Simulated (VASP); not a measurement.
Band structure of Al₂O₃ (corundum). Calculation: r2SCAN meta-GGA, VASP's PBE PAW potentials (set 64) (plane waves; VASP 6.6.1).

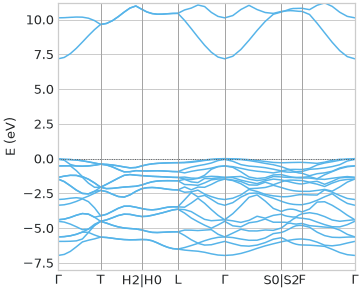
Figure: Bands along high-symmetry lines, zero at the valence-band maximum or, without a gap, the Fermi level

Q: Read the plot: is there a gap, and where are the band edges?

A: The gap is direct, 7.18 eV, from the valence maximum at Γ to the conduction minimum at Γ.

The compound is Al2O3 in the corundum structure. It was relaxed first.
